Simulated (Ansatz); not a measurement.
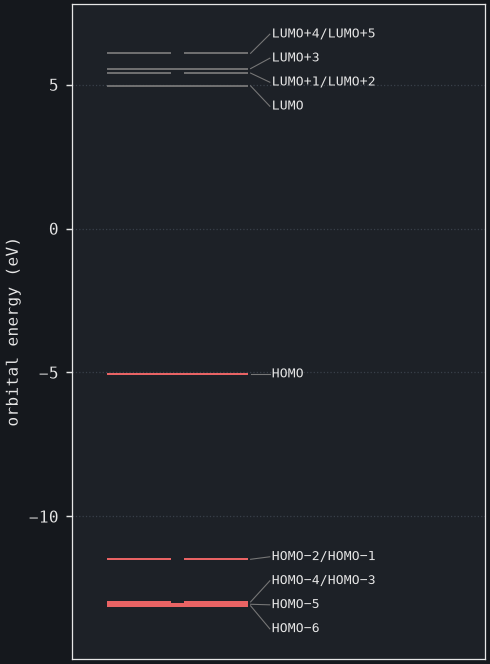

C₄F₉⁻, SMILES FC(F)(F)[C-](C(F)(F)F)C(F)(F)F. Hartree-Fock orbital energies near the frontier, HF/def2-TZVPPD in the Ansatz code, at a PBE0-D4/def2-TZVPD geometry (a minimum by its frequencies), isolated molecule; empty levels in grey, levels within 0.03 eV side by side.

Where do the frontier orbitals lie?

HOMO at −5.06 eV, LUMO at 4.96 eV, 10.02 eV apart.

How far below the HOMO does the next level lie?

6.43 eV.

List the levels.

| orbital | energy (eV) |
| --- | --- |
| LUMO+5 | 6.09 |
| LUMO+4 | 6.09 |
| LUMO+3 | 5.56 |
| LUMO+2 | 5.40 |
| LUMO+1 | 5.40 |
| LUMO | 4.96 |
| HOMO | −5.06 |
| HOMO−1 | −11.49 |
| HOMO−2 | −11.49 |
| HOMO−3 | −12.97 |
| HOMO−4 | −12.97 |
| HOMO−5 | −13.05 |
| HOMO−6 | −13.11 |

Known limits of this run: empty levels above zero depend strongly on the basis.
